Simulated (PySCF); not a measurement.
H$_{4}$O$_{4}$Si, SMILES `O[Si](O)(O)O`.

PySCF calculation, PBE/def2-TZVP, gas phase; geometry: GFN2-xTB. No frequency check shows the geometry to be a minimum. A basis without diffuse functions makes polarisabilities too small.

Coordinates in Å:

```
O1       1.2087    0.6497   -0.8701
Si2      0.0002   -0.0001   -0.0003
O3       0.6499   -1.2083    0.8699
O4      -0.6500    1.2084    0.8699
O5      -1.2088   -0.6496   -0.8701
H6       1.8242    0.0635   -1.2997
H7       0.0633   -1.8206    1.3036
H8      -0.0634    1.8206    1.3036
H9      -1.8243   -0.0634   -1.2997
```

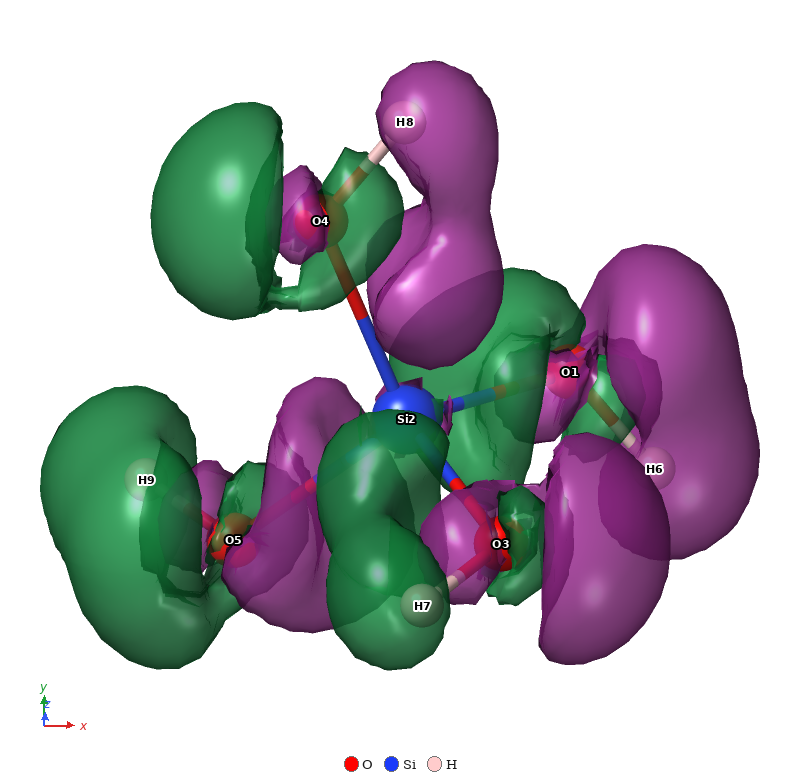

Change of the electron density in a uniform field of 0.21 V/Å, surfaces at ±0.0015 e/Å³ (green: gain, purple: loss).

Q: Along which Cartesian direction does the field point?

A: Along +x: electrons gather on the −x side, against the field.

Q: How large is the response?

A: The induced dipole is 0.38 D (along the field); α along this axis, from the fields in both directions, is 37 bohr³ (5.5 Å³).

Q: Which atoms gain and lose the most charge?

A: Electrons gather most on H9 (Hirshfeld charge changes by −0.006 e) and leave O3 most (+0.006 e); 0.041 electrons are displaced in all.
